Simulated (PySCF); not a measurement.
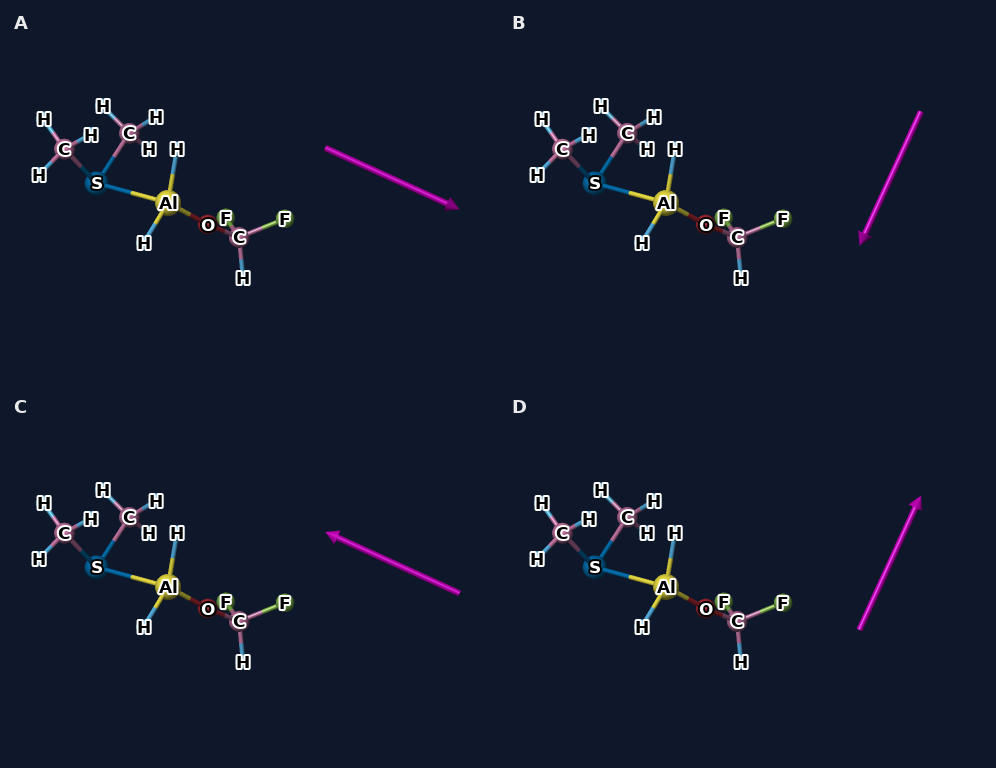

The same molecule four times, each with an arrow. Computed geometry: GFN2-xTB optimisation. No frequency run is at hand to confirm it as a minimum. Method: PBE0/pcSseg-1, gas phase (PySCF 2.14.0).

Which arrow points along the dipole moment, from the negative to the positive end?

C. The dipole moment is 4.76 D.

The geometry is semi-empirical. Around Al such bond lengths and angles can be off by a tenth of an ångström or more and by several degrees, and values that hang on the shape move with them.
